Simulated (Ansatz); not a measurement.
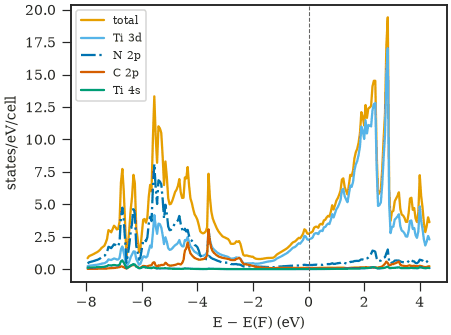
Fig. 1. Total and projected density of states of Ti4CN3 in space group R-3m (No. 166; Pearson symbol hR8), plane-wave PAW r²SCAN (Ansatz code)

### Question
Which orbitals carry the states next to the Fermi level?

### Answer
Within 0.5 eV of the Fermi level: Ti 3d 84 %, N 2p 11 %. Projections are on Löwdin-orthogonalised atomic valence shells; empty p or d shells of many metals are not among them.

### Question
Where is the tallest occupied peak in this window, and what makes it?

### Answer
Near -5.5 eV, about 13 states/eV per cell; the largest projected share is N 2p.

The first step of the workflow began from a Materials Project structure, measured or hypothetical; the Crystallography Open Database copy checked does not list it. Whether it is the stable phase at ambient conditions was not checked. Symmetry was held in the r²SCAN relaxation; whether a distortion lowers the energy is not shown. No spin polarisation was allowed. With an odd number of electrons in the cell and no spin polarisation, the count alone makes it a metal.

Potentials: the later of the program's two PAW sets.
